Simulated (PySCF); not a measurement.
**C7H10N (charge −1): density, localisation and related maps**

Input

```
{"job": {"kind": "nmr", "xc": "PBE0", "basis": "pcSseg-1", "pop": false}, "charge": -1, "multiplicity": 1}
C     -1.720882    -0.411160     1.123006
C     -1.018740     0.348919    -0.001303
C     -1.496468    -0.165482    -1.361269
C      0.478304     0.234428     0.146114
C      1.448030     0.398705    -0.833810
C      2.680619     0.228060    -0.185485
C      2.368187    -0.020943     1.137855
N      1.038381    -0.016843     1.353490
H     -1.297883    -0.100662     2.073502
H     -2.798925    -0.227855     1.118592
H     -1.544718    -1.479449     1.012019
H     -1.314387     1.411584     0.075555
H     -1.063761     0.423105    -2.167163
H     -1.190654    -1.201980    -1.495317
H     -2.585620    -0.109580    -1.440049
H      1.297375     0.615592    -1.884660
H      3.668160     0.280484    -0.630512
H      3.052982    -0.206923     1.959434
```

Command:

```sh
OMP_NUM_THREADS=1 python ens_run.py task.json out
```

Geometry: GFN2-xTB.

Level of theory: PBE0/pcSseg-1, SCF density, gas phase, non-relativistic in PySCF 2.14.0.

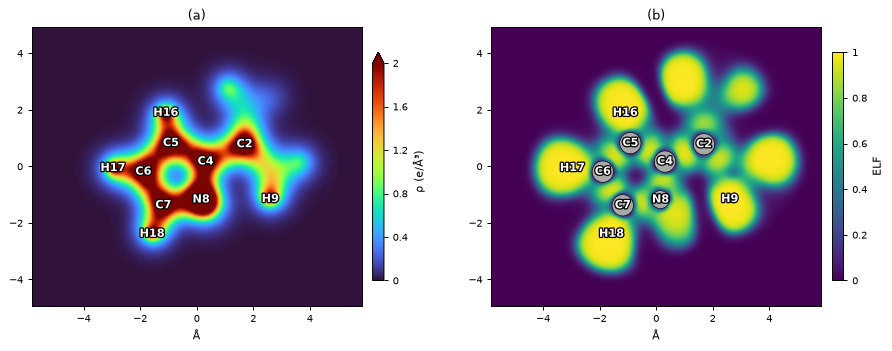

Figure 1. (a) total electron density; (b) ELF on the plane of atoms C5, C6 and H17. Grey discs cover the atomic cores in the ELF map.

> Interpret the plot.

- Atoms in the plane: C, N and H.
- C–N (1.35 Å): ρ at the midpoint is about 2.4 e/Å³; the ELF peaks at about 0.90 between the atoms (a covalent bond).
- C–C (1.38 Å): the density is about 2.1 e/Å³ at the midpoint; the ELF peaks at about 0.95 between the atoms: a covalent bond.
- C–H (1.08 Å): ρ is about 1.9 e/Å³ halfway; the ELF climbs to about 1 towards the hydrogen, as it does in any bond to H; a covalent bond by its length.
- C–C (1.51 Å): ρ at the midpoint is about 1.7 e/Å³; the ELF peaks at about 0.95 between the atoms (a covalent bond).
- The ELF also peaks beside N8, away from the bonds: lone-pair regions.

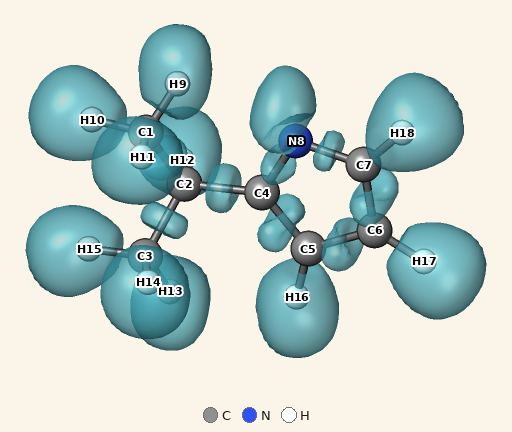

Figure 2. Isosurface of the ELF at 0.8 (cyan), seen at an oblique angle. Only the valence region is drawn (cores and ρ < 0.01 e/Å³ removed).

> Describe the localisation domains.

At this value the surface marks out six regions between bonded C–C atoms (shared pairs), two regions between bonded C–N atoms (shared pairs), ten regions around hydrogen nuclei and one lobe on N, pointing away from the bonds (lone pairs).
